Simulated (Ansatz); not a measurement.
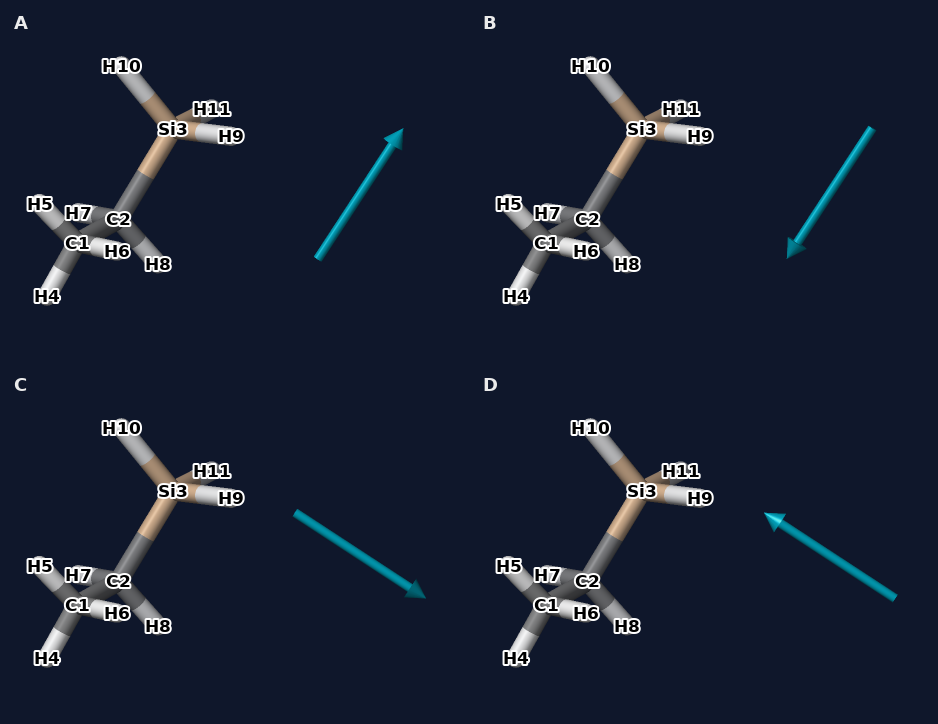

The same molecule four times, each with an arrow. Geometry: relaxed with PBE0-D4/def2-TZVP with one coordinate held away from its value at the minimum. Properties computed with RKS PBE0-D4/def2-TZVP (Ansatz 0.2.0).

**Which arrow points along the dipole moment, from the negative to the positive end?**

B. The dipole moment is 0.92 D; it points from the side of H9, H10, H11 to the side of H4 (the outermost atoms at the two ends).
